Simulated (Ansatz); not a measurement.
# Be4Bi2O (built on the sites of a database entry of Ca4Bi2O): following an unstable mode, part 2 of 3

Which phase does Be4Bi2O (built on the sites of a database entry of Ca4Bi2O) fall into along its unstable mode, and how much energy does it gain?

Ansatz 0.2.0; DFT PBEsol, scalar-relativistic, plane waves, PAW.

So far, highest frequency on the path or at a solved wavevector (cm⁻¹): step 2 (response at finite wavevector) 957. Also lowest frequency on the path (cm⁻¹): step 2 -443.

The structure was built from a prototype and need not be the compound's stable phase.

## 5. Energy along the mode, all amplitudes (two of the runs are shown above)

An imaginary frequency means negative curvature, so the energy should fall and then rise again as anharmonic terms take over.

This step gave:

```
depth at the lowest point sampled  : 73.91 meV/atom
largest atomic shift at that point : 0.32 Å
```

The energy from the parent by largest atomic shift:

| largest atomic shift (Å) | energy from the parent (meV/atom) |
| --- | --- |
| 0.000 | 0 |
| 0.040 | -2.85 |
| 0.080 | -11.1 |
| 0.140 | -31.2 |
| 0.220 | -62.4 |
| 0.320 | -73.9 |
| 0.450 | 75.1 |

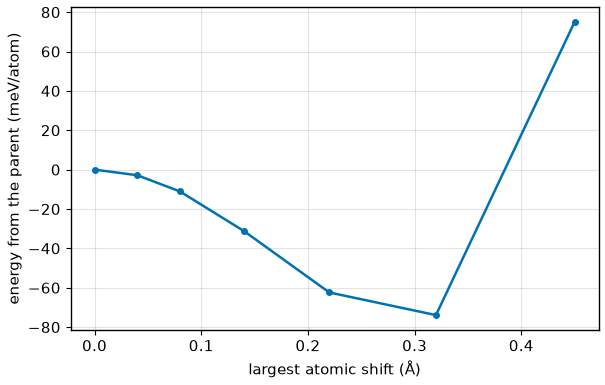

Energy from the parent, plotted against largest atomic shift.

Displacement at unit largest shift by atom:

| atom | x (Å) | y (Å) | z (Å) | size |
| --- | --- | --- | --- | --- |
| Be1 | -0.27 | 0.27 | 0.00 | 0.39 |
| Be2 | -1.00 | 0.05 | 0.00 | 1.00 |
| Be3 | -0.27 | 0.27 | 0.00 | 0.39 |
| Be4 | -0.05 | 1.00 | 0.00 | 1.00 |
| Bi5 | 0.01 | -0.01 | 0.00 | 0.01 |
| Bi6 | 0.01 | -0.01 | 0.00 | 0.01 |
| O7 | 0.67 | -0.67 | 0.00 | 0.94 |

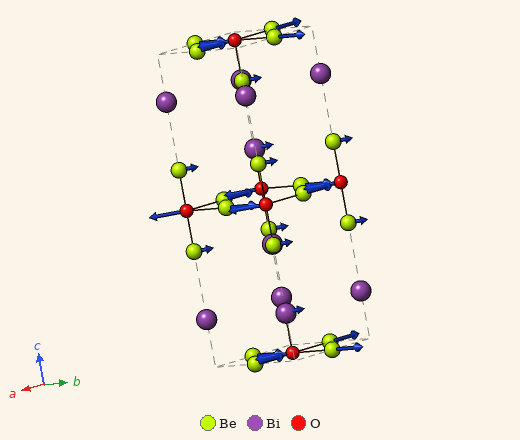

Displacement at unit largest shift as arrows, the longest 1.00 Å. Some periodic images of atoms are drawn too.

The lowest of the steps tried is at 0.32 Å, 73.9 meV/atom below the parent; the bottom of the well need not coincide with a step.

## 6. Relaxation from the frozen mode

Starting from the lowest point found, all atoms and the cell are let go, so that strain and other modes of the same symmetry can join in.

File input.yaml:

```yaml
crystal:
  lattice:
    - [-2.0757496891, 2.0757496891, 5.9826857501]
    - [2.0757496891, -2.0757496891, 5.9826857501]
    - [2.0757496891, 2.0757496891, -5.9826857501]
  atoms:
    - { symbol: Be, position: [0.3910716784, 0.3487728067, 0.0] }
    - { symbol: Be, position: [0.5038066077, -0.0769865332, 0.4268200745] }
    - { symbol: Be, position: [0.6512271933, 0.6089283216, 0.0] }
    - { symbol: Be, position: [0.0769865332, 0.4961933923, 0.5731799255] }
    - { symbol: Bi, position: [0.1516688915, 0.1530357502, 0.0] }
    - { symbol: Bi, position: [0.8469642498, 0.8483311085, 0.0] }
    - { symbol: O, position: [0.4485167147, 0.5514832853, 0.0] }
kpoints:
  mp_grid: { grid: [12, 12, 12] }
hamiltonian:
  xc: pbesol
scf:
  occupations: { method: methfessel_paxton, width: 0.2 }
output:
  forces: true
  stress: true
  eigenvalues: true
relax:
  adjacent_minimum: "off"
  f_tol: 0.002
  max_steps: 120
  cell: { stress_tol: 0.03 }
```

Command:

```sh
$ ansatz run input.yaml --threads 8 --pin off --max-ram 14336MiB --backend cpu --events-out ev --progress --plain --runs-dir out
```

Numbers of over 12 decimals in the logs are rounded to 6 here.

Log:

```text
[...]
Crystal: 7 atoms, lattice volume = 103.111 Å³
Basis set: ecut = 420 eV, 2007 PW (Γ), FFT grids on a1+a3, a2+a3, a3, exchange–correlation on 60×60×90 points (8 copies of the dense FFT grid, shifted against one another)
Bands: 29, of which v1, the nominal top of the filled ones, is band 22 counted from 1 (21 counted from 0)
Symmetry: 4 space group operations
[...]
k-points: 280 of 1728 (time reversal used)
[...]
SCF iter   1: F=—  HF=-25404.777450 eV  |F-HF|=—  |Δ(HF+E_count)|=         —  Δρ=8.34e-3  dr2=9.27e-2  ethr=1.77e-3  ⟨swp⟩=7.1  Hψ=42470  notcnv=0
[...]
SCF iter   7: F=-25404.747987 eV  HF=-25404.747987 eV  |F-HF|=1.86e-8  |Δ(HF+E_count)|=   2.82e-7  S|Δr|=    0.00e0  Δρ=5.23e-6  dr2=4.49e-8  ethr=2.27e-10  ⟨swp⟩=10.0  Hψ=43068  notcnv=0
SCF 1 converged in 7 iterations: F = -25404.747987 eV  dr2 = 4.49e-8
[...]
relax step   1: F+E_penalty+E_count = -25404.74798662 eV  Δ(F+E_penalty+E_count) = +0.000e0 eV  max|allowed force component| = 8.272e-1 eV/Å  Δτ_max = 0.0000 Å  P = +3.304 GPa  Ω = 103.111 Å³  (7 SCF iters, dr2 threshold 1.00e-7 eV, accepted)
Crystal: 7 atoms, lattice volume = 108.166 Å³
Basis set: ecut = 420 eV, 2079 PW (Γ), FFT grids on a1+a3, a2+a3, a3, exchange–correlation on 60×60×90 points (8 copies of the dense FFT grid, shifted against one another)
[...]
SCF iter   7: F=-25405.092335 eV  HF=-25405.092335 eV  |F-HF|=3.40e-8  |Δ(HF+E_count)|=   5.46e-8  S|Δr|=    0.00e0  Δρ=6.58e-6  dr2=6.46e-8  ethr=1.59e-9  ⟨swp⟩=6.9  Hψ=37947  notcnv=0
SCF 2 converged in 7 iterations: F = -25405.092335 eV  dr2 = 6.46e-8
[...]
relax step   2: F+E_penalty+E_count = -25405.09233476 eV  Δ(F+E_penalty+E_count) = -3.443e-1 eV  max|allowed force component| = 4.715e-1 eV/Å  Δτ_max = 0.1959 Å  P = +0.091 GPa  Ω = 108.166 Å³  energy of the carried Pulay correction = -4.332e-3 eV  (7 SCF iters, dr2 threshold 7.00e-7 eV, accepted)
Crystal: 7 atoms, lattice volume = 109.111 Å³
Basis set: ecut = 420 eV, 2115 PW (Γ), FFT grids on a1+a3, a2+a3, a3, exchange–correlation on 60×60×90 points (8 copies of the dense FFT grid, shifted against one another)
[...]
SCF iter   6: F=-25405.305305 eV  HF=-25405.305305 eV  |F-HF|=6.99e-8  |Δ(HF+E_count)|=   4.23e-7  S|Δr|=    0.00e0  Δρ=1.43e-5  dr2=2.93e-7  ethr=1.59e-9  ⟨swp⟩=5.3  Hψ=43020  notcnv=0
SCF 3 converged in 6 iterations: F = -25405.305305 eV  dr2 = 2.93e-7
relax step   3: F+E_penalty+E_count = -25405.30530538 eV  Δ(F+E_penalty+E_count) = -2.130e-1 eV  max|allowed force component| = 5.637e-1 eV/Å  Δτ_max = 0.0856 Å  P = +0.124 GPa  Ω = 109.111 Å³  energy of the carried Pulay correction = -5.119e-3 eV  (6 SCF iters, dr2 threshold 7.00e-7 eV, accepted)
[... from here on, the SCF cycles and remarks between the steps are left out ...]
relax step   4: F+E_penalty+E_count = -25405.45640736 eV  Δ(F+E_penalty+E_count) = -1.511e-1 eV  max|allowed force component| = 8.356e-1 eV/Å  Δτ_max = 0.1203 Å  P = -1.100 GPa  Ω = 109.018 Å³  energy of the carried Pulay correction = -5.042e-3 eV  (7 SCF iters, dr2 threshold 7.00e-7 eV, accepted)
relax step   5: F+E_penalty+E_count = -25405.57937728 eV  Δ(F+E_penalty+E_count) = -1.230e-1 eV  max|allowed force component| = 2.883e-1 eV/Å  Δτ_max = 0.1354 Å  P = +1.698 GPa  Ω = 105.347 Å³  energy of the carried Pulay correction = -1.942e-3 eV  (7 SCF iters, dr2 threshold 7.00e-7 eV, accepted)
relax step   6: F+E_penalty+E_count = -25405.60509178 eV  Δ(F+E_penalty+E_count) = -2.571e-2 eV  max|allowed force component| = 2.122e-1 eV/Å  Δτ_max = 0.0901 Å  P = +0.249 GPa  Ω = 106.581 Å³  energy of the carried Pulay correction = -2.996e-3 eV  (6 SCF iters, dr2 threshold 7.00e-7 eV, accepted)
relax step   7: F+E_penalty+E_count = -25405.61932129 eV  Δ(F+E_penalty+E_count) = -1.423e-2 eV  max|allowed force component| = 1.012e-1 eV/Å  Δτ_max = 0.0240 Å  P = -0.251 GPa  Ω = 107.301 Å³  energy of the carried Pulay correction = -3.606e-3 eV  (6 SCF iters, dr2 threshold 7.00e-7 eV, accepted)
relax step   8: F+E_penalty+E_count = -25405.62820695 eV  Δ(F+E_penalty+E_count) = -8.886e-3 eV  max|allowed force component| = 6.707e-2 eV/Å  Δτ_max = 0.0275 Å  P = -0.070 GPa  Ω = 106.861 Å³  energy of the carried Pulay correction = -3.233e-3 eV  (6 SCF iters, dr2 threshold 7.00e-7 eV, accepted)
relax step   9: F+E_penalty+E_count = -25405.62987732 eV  Δ(F+E_penalty+E_count) = -1.670e-3 eV  max|allowed force component| = 3.849e-2 eV/Å  Δτ_max = 0.0333 Å  P = +0.019 GPa  Ω = 106.719 Å³  energy of the carried Pulay correction = -3.114e-3 eV  (6 SCF iters, dr2 threshold 2.81e-7 eV, accepted)
relax step  10: F+E_penalty+E_count = -25405.63052643 eV  Δ(F+E_penalty+E_count) = -6.491e-4 eV  max|allowed force component| = 4.164e-2 eV/Å  Δτ_max = 0.0291 Å  P = -0.145 GPa  Ω = 107.105 Å³  energy of the carried Pulay correction = -3.440e-3 eV  (6 SCF iters, dr2 threshold 2.70e-7 eV, accepted)
relax step  11: F+E_penalty+E_count = -25405.63125293 eV  Δ(F+E_penalty+E_count) = -7.265e-4 eV  max|allowed force component| = 3.845e-2 eV/Å  Δτ_max = 0.0142 Å  P = +0.110 GPa  Ω = 106.733 Å³  energy of the carried Pulay correction = -3.125e-3 eV  (6 SCF iters, dr2 threshold 2.06e-7 eV, accepted)
relax step  12: F+E_penalty+E_count = -25405.63159440 eV  Δ(F+E_penalty+E_count) = -3.415e-4 eV  max|allowed force component| = 7.747e-3 eV/Å  Δτ_max = 0.0068 Å  P = +0.012 GPa  Ω = 106.820 Å³  energy of the carried Pulay correction = -3.199e-3 eV  (5 SCF iters, dr2 threshold 9.24e-8 eV, accepted)
relax step  13: F+E_penalty+E_count = -25405.63158105 eV  Δ(F+E_penalty+E_count) = +1.335e-5 eV  max|allowed force component| = 3.335e-3 eV/Å  Δτ_max = 0.0007 Å  P = -0.001 GPa  Ω = 106.841 Å³  energy of the carried Pulay correction = -3.217e-3 eV  (5 SCF iters, dr2 threshold 3.75e-9 eV, accepted)
relax step  14: F+E_penalty+E_count = -25405.63158677 eV  Δ(F+E_penalty+E_count) = -5.723e-6 eV  max|allowed force component| = 6.544e-4 eV/Å  Δτ_max = 0.0003 Å  P = +0.001 GPa  Ω = 106.835 Å³  energy of the carried Pulay correction = -3.212e-3 eV  (5 SCF iters, dr2 threshold 6.95e-10 eV, accepted)
relax step  15: F+E_penalty+E_count = -25405.64782086 eV  Δ(F+E_penalty+E_count) = -1.623e-2 eV  max|allowed force component| = 2.414e-3 eV/Å  Δτ_max = 0.0000 Å  P = +0.209 GPa  Ω = 106.835 Å³  stress off target by 5.06e-1 GPa  SCF on the basis re-selected at this cell (its energy is not comparable with the rows above)  (7 SCF iters)
relax step  16: F+E_penalty+E_count = -25405.64806915 eV  Δ(F+E_penalty+E_count) = -2.483e-4 eV  max|allowed force component| = 1.587e-2 eV/Å  Δτ_max = 0.0026 Å  P = -0.024 GPa  Ω = 107.156 Å³  energy of the carried Pulay correction = -2.696e-4 eV  (4 SCF iters, dr2 threshold 6.40e-7 eV, accepted)
relax step  17: F+E_penalty+E_count = -25405.64819082 eV  Δ(F+E_penalty+E_count) = -1.217e-4 eV  max|allowed force component| = 1.347e-2 eV/Å  Δτ_max = 0.0033 Å  P = +0.007 GPa  Ω = 107.114 Å³  energy of the carried Pulay correction = -2.269e-4 eV  (6 SCF iters, dr2 threshold 3.50e-8 eV, accepted)
relax step  18: F+E_penalty+E_count = -25405.64833634 eV  Δ(F+E_penalty+E_count) = -1.455e-4 eV  max|allowed force component| = 1.321e-2 eV/Å  Δτ_max = 0.0023 Å  P = +0.069 GPa  Ω = 106.955 Å³  energy of the carried Pulay correction = -7.993e-5 eV  (6 SCF iters, dr2 threshold 1.27e-8 eV, rejected (line search))
relax step  19: F+E_penalty+E_count = -25405.64830888 eV  Δ(F+E_penalty+E_count) = -1.181e-4 eV  max|allowed force component| = 3.983e-3 eV/Å  Δτ_max = 0.0018 Å  P = +0.012 GPa  Ω = 107.081 Å³  energy of the carried Pulay correction = -1.951e-4 eV  (8 SCF iters, accepted)
relax step  20: F+E_penalty+E_count = -25405.64831909 eV  Δ(F+E_penalty+E_count) = -1.021e-5 eV  max|allowed force component| = 1.598e-3 eV/Å  Δτ_max = 0.0019 Å  P = +0.001 GPa  Ω = 107.088 Å³  energy of the carried Pulay correction = -2.006e-4 eV  (6 SCF iters, dr2 threshold 9.91e-10 eV, accepted)
[...]
SCF iter   5: F=-25405.648540 eV  HF=-25405.648540 eV  |F-HF|=3.64e-12  |Δ(HF+E_count)|=  3.64e-12  S|Δr|=    0.00e0  Δρ=1.01e-7  dr2=6.38e-12  ethr=1.00e-12  ⟨swp⟩=7.2  Hψ=42518  notcnv=0
SCF 21 converged in 5 iterations: F = -25405.648540 eV  dr2 = 6.38e-12
relax step  21: F+E_penalty+E_count = -25405.64854005 eV  Δ(F+E_penalty+E_count) = -2.210e-4 eV  max|allowed force component| = 1.626e-3 eV/Å  Δτ_max = 0.0000 Å  P = +0.002 GPa  Ω = 107.088 Å³  stress off target by 9.28e-3 GPa  SCF on the basis re-selected at this cell (its energy is not comparable with the rows above)  (5 SCF iters)
[...]
SCF converged after 5 iterations
[...]
Free energy (F): -25405.648540 eV
[...]
Internal energy: -25405.649733 eV  (E = F + TS)
E sigma→0 (E₀):  -25405.648838 eV
Entropy (-TS):   0.001193 eV (0.170 meV/atom)
Fermi energy:    9.783060 eV
[...]
--- Forces (eV/Å), atoms counted from 1 ---
  atom   1  Be    -0.00032747     0.00032747    -0.00101028
  atom   2  Be    -0.00014807     0.00030798    -0.00000000
  atom   3  Be    -0.00032747     0.00032747     0.00101028
  atom   4  Be    -0.00030798     0.00014807    -0.00000000
  atom   5  Bi    -0.00025706     0.00025706     0.00031453
  atom   6  Bi    -0.00025706     0.00025706    -0.00031453
  atom   7  O      0.00162654    -0.00162654     0.00000000
  max |Σ_I F_I| component: 1.42e-6 eV/Å
--- Stress (GPa, compression-positive) ---
        0.003052      -0.006226      -0.000000
       -0.006226       0.003052       0.000000
       -0.000000       0.000000      -0.001043
  P = ⅓ Tr σ = 0.0017 GPa (0.017 kbar)
--- Band table (eV; the first three rows and the last of 280) ---
  k-point 0: bands = [... 18 lower, 7.5431, 8.1726, 8.2301, 8.9642, 9.9841, 10.0886, 10.6649, 13.5620, ... 3 higher]
  k-point 1: bands = [... 18 lower, 7.3794, 7.9377, 8.8741, 8.9480, 9.1963, 10.8590, 11.2945, 13.9344, ... 3 higher]
  k-point 2: bands = [... 18 lower, 6.7179, 7.6853, 7.6979, 10.0032, 10.2752, 11.4293, 12.4647, 13.8694, ... 3 higher]
  k-point 279: bands = [... 18 lower, 7.2155, 8.3686, 8.7997, 9.8990, 10.2739, 10.6424, 11.6860, 12.2956, ... 3 higher]
--- Relaxed structure (19 steps of the walk, 18 accepted, 2 SCFs on fresh bases) ---
  F+E_penalty+E_count = -25405.64854005 eV   max|allowed force component| = 1.626e-3 eV/Å   (the final SCF, on the basis selected at the relaxed cell)
  cell:  # Å, volume = 107.0883 Å³
    - [-2.303028, 2.303028, 5.523597]
    - [2.303028, -2.303028, 5.523597]
    - [2.104558, 2.104558, -5.523597]
  atoms:
    - { symbol: Be, position: [0.490208, 0.304872, 0.0] }
    - { symbol: Be, position: [0.458207, -0.052059, 0.406148] }
    - { symbol: Be, position: [0.695128, 0.509792, 0.0] }
    - { symbol: Be, position: [0.052059, 0.541793, 0.593852] }
    - { symbol: Bi, position: [0.149285, 0.185168, 0.0] }
    - { symbol: Bi, position: [0.814832, 0.850715, -1.0408340855860843e-17] }
    - { symbol: O, position: [0.410522, 0.589478, 0.0] }
```

It took 4.1 min on 8 threads of AMD EPYC 7R43, shared host; peak memory 1.1 GiB; 31 min of CPU time.

Relaxation path:

| step | energy less that of the first step (eV) | largest force component (eV/Å) | pressure (GPa) | volume (Å³) |
| --- | --- | --- | --- | --- |
| 1 | 0.0000 | 0.8272 | 3.30 | 103.11 |
| 2 | -0.3443 | 0.4715 | 0.09 | 108.17 |
| 3 | -0.5573 | 0.5637 | 0.12 | 109.11 |
| 4 | -0.7084 | 0.8356 | -1.10 | 109.02 |
| 5 | -0.8314 | 0.2883 | 1.70 | 105.35 |
| 6 | -0.8571 | 0.2122 | 0.25 | 106.58 |
| 7 | -0.8713 | 0.1012 | -0.25 | 107.30 |
| 8 | -0.8802 | 0.0671 | -0.07 | 106.86 |
| 9 | -0.8819 | 0.0385 | 0.02 | 106.72 |
| 10 | -0.8825 | 0.0416 | -0.14 | 107.11 |
| 11 | -0.8833 | 0.0384 | 0.11 | 106.73 |
| 12 | -0.8836 | 0.0077 | 0.01 | 106.82 |
| 13 | -0.8836 | 0.0033 | 0.00 | 106.84 |
| 14 | -0.8836 | 0.0007 | 0.00 | 106.84 |
| 15* | -0.8998 | 0.0024 | 0.21 | 106.84 |
| 16 | -0.9001 | 0.0159 | -0.02 | 107.16 |
| 17 | -0.9002 | 0.0135 | 0.01 | 107.11 |
| 18 | -0.9003 | 0.0132 | 0.07 | 106.96 |
| 19 | -0.9003 | 0.0040 | 0.01 | 107.08 |
| 20 | -0.9003 | 0.0016 | 0.00 | 107.09 |
| 21* | -0.9006 | 0.0016 | 0.00 | 107.09 |

Relaxation steps marked * repeat the geometry before them on a plane-wave basis chosen anew for their cell, so energy and pressure can jump there. Relaxation step 18 was tried and not accepted.

The run keeps the 4 symmetry operations that it works with, so distortions that break them were not tested.

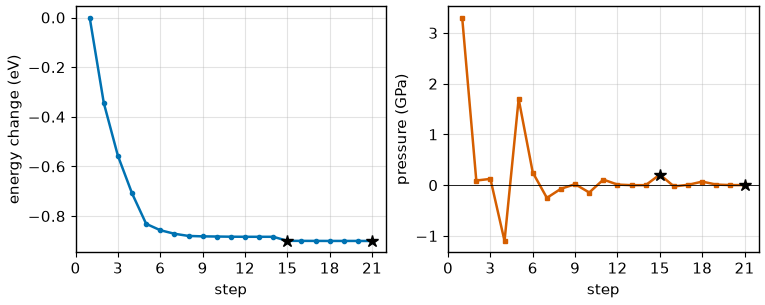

Energy and pressure along the relaxation. Stars mark steps on a basis chosen anew.

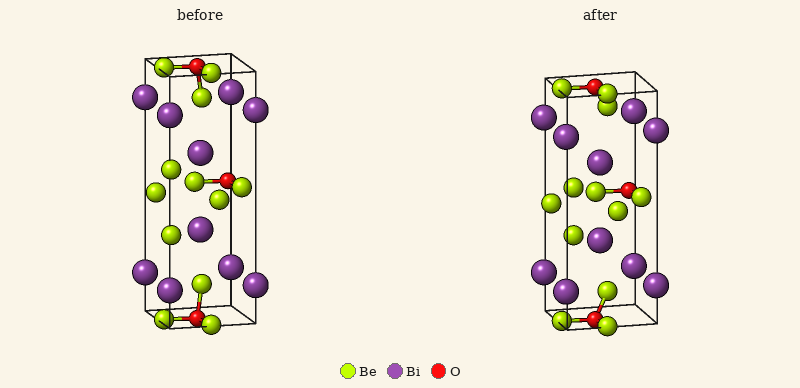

Before and after, at one scale. Bonds to atoms that aren't drawn are left out.

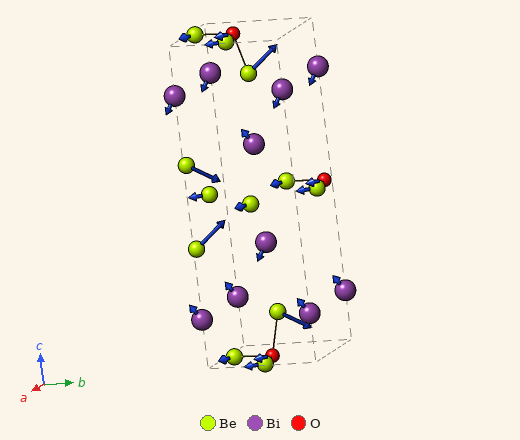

Displacements in the relaxation, exaggerated, measured against the changing cell; the longest in the cell stands for 0.56 Å. Bonds to atoms that aren't drawn are left out. Some periodic images of atoms are drawn too.

| conventional cell, symmetrised | before | after | change |
| --- | --- | --- | --- |
| a (Å) | 5.871 | 5.953 | +1.4 % |
| b (Å) | 11.965 | 11.047 | -7.7 % |
| c (Å) | 5.871 | 6.514 | +10.9 % |
| volume (Å³/atom) | 14.73 | 15.30 | +3.9 % |

The atoms that moved most (Å, as changes of fractional coordinates times the final cell):

| atom | dx | dy | dz | length |
| --- | --- | --- | --- | --- |
| Be3 | -0.329 | 0.329 | -0.305 | 0.557 |
| Be1 | -0.329 | 0.329 | 0.305 | 0.557 |
| O7 | 0.175 | -0.175 | 0.000 | 0.247 |
| Be4 | 0.206 | -0.119 | 0.000 | 0.238 |
| Be2 | 0.119 | -0.206 | 0.000 | 0.238 |
| Bi6 | 0.079 | -0.079 | -0.164 | 0.199 |
| Bi5 | 0.079 | -0.079 | 0.164 | 0.199 |

This step gave:

```yaml
pressure: 0.001687 GPa
volume_per_atom: 15.30 Å³
```

The distorted start has space group Fmm2; the relaxation ends in Fmm2.

## 7. The new phase in its own primitive cell

The relaxed structure is symmetrised, reduced to its primitive cell and relaxed tightly, as its phonons need.

File input.yaml:

```yaml
crystal:
  lattice:
    - [0.0, 5.5235966775, 3.2569734283]
    - [2.9762948708, 0.0, 3.2569734283]
    - [2.9762948708, 5.5235966775, 0.0]
  atoms:
    - { symbol: Be, position: [0.5097915867, 0.3048718072, 0.6951281928] }
    - { symbol: Be, position: [0.9479409054, 0.5417933414, 0.0520590946] }
    - { symbol: Be, position: [0.3048718072, 0.5097915867, 0.4902084133] }
    - { symbol: Be, position: [0.5417933414, 0.9479409054, 0.4582066586] }
    - { symbol: Bi, position: [0.8507145693, 0.1851676552, 0.8148323448] }
    - { symbol: Bi, position: [0.1851676552, 0.8507145693, 0.1492854307] }
    - { symbol: O, position: [0.5894782662, 0.5894782662, 0.4105217338] }
kpoints:
  mp_grid: { grid: [10, 10, 10] }
hamiltonian:
  xc: pbesol
scf:
  occupations: { method: methfessel_paxton, width: 0.2 }
output:
  forces: true
  stress: true
  eigenvalues: true
relax:
  adjacent_minimum: "off"
  f_tol: 0.001
  max_steps: 60
  cell: { stress_tol: 0.01 }
```

Log:

```text
[...]
Crystal: 7 atoms, lattice volume = 107.088 Å³
Basis set: ecut = 420 eV, 2101 PW (Γ), exchange–correlation on 90×60×90 points (8 copies of the dense FFT grid, shifted against one another)
Bands: 29, of which v1, the nominal top of the filled ones, is band 22 counted from 1 (21 counted from 0)
Symmetry: 4 space group operations
[...]
- [2.977191, 0.0, 3.252536]
    - [2.977191, 5.529139, 0.0]
  atoms:
    - { symbol: Be, position: [0.510686, 0.304941, 0.695059] }
    - { symbol: Be, position: [0.947847, 0.541484, 0.052153] }
    - { symbol: Be, position: [0.304941, 0.510686, 0.489314] }
    - { symbol: Be, position: [0.541484, 0.947847, 0.458516] }
    - { symbol: Bi, position: [0.850775, 0.184869, 0.815131] }
    - { symbol: Bi, position: [0.184869, 0.850775, 0.149225] }
    - { symbol: O, position: [0.589155, 0.589155, 0.410845] }
[key lines of the parts left out:]
SCF converged after 8 iterations
Free energy (F): -25405.650132 eV
Fermi energy:    9.785641 eV
P = ⅓ Tr σ = -0.0004 GPa (-0.004 kbar)
```

Run time: 98 s. Hardware: 8 threads; peak memory 0.87 GiB.

Step by step:

| step | energy less that of the first step (eV) | largest force component (eV/Å) | pressure (GPa) | volume (Å³) |
| --- | --- | --- | --- | --- |
| 1 | 0.0000 | 0.0123 | 0.00 | 107.09 |
| 2 | 0.0001 | 0.0271 | -0.02 | 107.10 |
| 3 | -0.0001 | 0.0079 | 0.00 | 107.08 |
| 4 | -0.0001 | 0.0066 | 0.00 | 107.08 |
| 5 | -0.0001 | 0.0127 | -0.01 | 107.10 |
| 6 | -0.0002 | 0.0042 | 0.00 | 107.08 |
| 7 | -0.0002 | 0.0045 | -0.01 | 107.09 |
| 8 | -0.0002 | 0.0010 | 0.00 | 107.07 |
| 9* | -0.0002 | 0.0010 | 0.00 | 107.07 |
| 10 | -0.0002 | 0.0012 | 0.00 | 107.08 |
| 11 | -0.0002 | 0.0003 | 0.00 | 107.08 |
| 12* | -0.0002 | 0.0003 | 0.00 | 107.08 |

Relaxation steps marked * repeat the geometry before them on a plane-wave basis chosen anew for their cell, so energy and pressure can jump there. Relaxation step 2 was tried and not accepted.

Forces are held to the 4 operations that the run works with; a distortion that breaks them can't arise in this run.

| conventional cell, symmetrised | before | after | change |
| --- | --- | --- | --- |
| a (Å) | 5.953 | 5.954 | +0.0 % |
| b (Å) | 11.047 | 11.058 | +0.1 % |
| c (Å) | 6.514 | 6.505 | -0.1 % |
| volume (Å³/atom) | 15.30 | 15.30 | -0.0 % |

Numbers from this step:

* pressure: -3.78e-4 GPa

The largest force component left is 0.28 meV/Å and the pressure is 0.000 GPa, within the tolerances set. The cell now holds 15.30 Å³/atom.

(Part 2 of 3 ends here.)

[Logs are printed without paths, hosts, clocks, repeated set-up lines and the standing remarks that a program may print on its own settings, such as how far it seeks lower states.]

[Hosts, paths, dates, database ids (printed as entryN), source tags and the programs' standing remarks are cut or masked in the printed files.]
